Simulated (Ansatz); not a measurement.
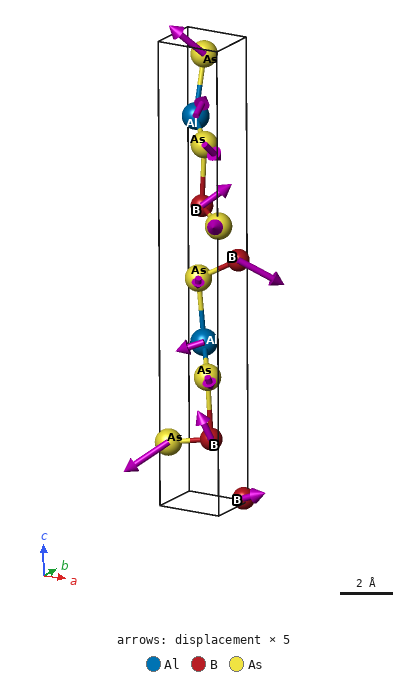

This is a relaxation of solid AlB$_{2}$As$_{3}$ (a generated structure, set up in P1) (coarse preliminary run). The starting structure is drawn; purple arrows show the displacements (the part carried along by the change of the cell is left out), magnified 5 times.

Style: ball-and-stick. Shown: the cell of the calculation, slightly off an axis.

The calculation used DFT PBE, scalar-relativistic, plane waves, PAW (Ansatz). (plane-wave cutoff 420 eV; k-point mesh 6 × 6 × 1; occupations gaussian; smearing width 0.1 eV; no spin polarisation; cell and atoms relaxed; force threshold 0.025 eV/Å; at most 60 steps)

Describe the change and its energy.

Answer. The largest moves relative to the cell, 0.42 Å, are those of B and As atoms. By element the largest moves are As 0.42 Å, B 0.41 Å, Al 0.26 Å. The volume changes by +4.6 %, with a 3.533 → 3.603 Å (+2.0 %), b 3.551 → 3.603 Å (+1.5 %), c 18.199 → 18.075 Å (−0.7 %), α 90.7° → 90.0°, β 88.7° → 90.0°, γ 121.6° → 120.0°. Among the contacts that change: As–B 2.451 → 2.082 Å, As–B 1.814 → 2.181 Å, As–B 1.853 → 2.184 Å, As–B 2.510 → 2.184 Å. Among the angles between lasting bonds that change: As–B–As 129.7° → 107.8°, B–As–B 86.1° → 107.5°, B–As–B 87.1° → 107.5°. The space group (tolerance 0.01 Å) goes from P1 (No. 1) to P3m1 (No. 156). After 4 accepted moves (5 points after the start) the energy has fallen by 521 meV per atom. The largest force component goes from 4.5 to 0.019 eV/Å. Pressure: 13.15 GPa at the start and 0.00 GPa at the end. The SCF was repeated once at an unchanged geometry on a basis and grid sized afresh for the cell, which shifted the energy by 0.5 meV per atom at most.
